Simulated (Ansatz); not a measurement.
## YN: pressure series

The reference is YN in the rock salt structure (space group Fm-3m, No. 225; a = 4.896 Å).

Cell and atoms are relaxed at each pressure.

Level of theory: r2SCAN/PAW in Ansatz (an electronic-structure program), without spin-orbit coupling.

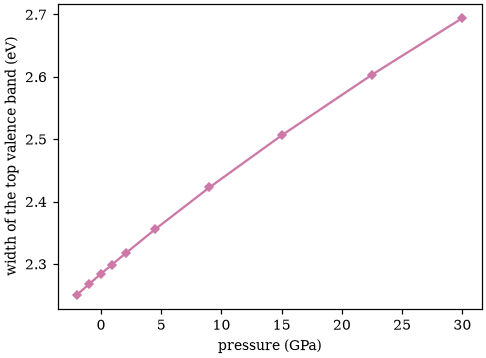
Figure: Width of the top valence band against pressure

```tsv
pressure (GPa)	width of the top valence band
-2	2.25 eV
-1	2.27 eV
0.9	2.30 eV
2.1	2.32 eV
4.5	2.36 eV
9	2.42 eV
15	2.51 eV
22.5	2.60 eV
30	2.69 eV
```

The levels and masses belong to the bands next to the band gap. Load acts through the strain it causes; cell and atoms are relaxed under it. Whether these cells are dynamically stable was not tested. Competing high-pressure phases were not computed.
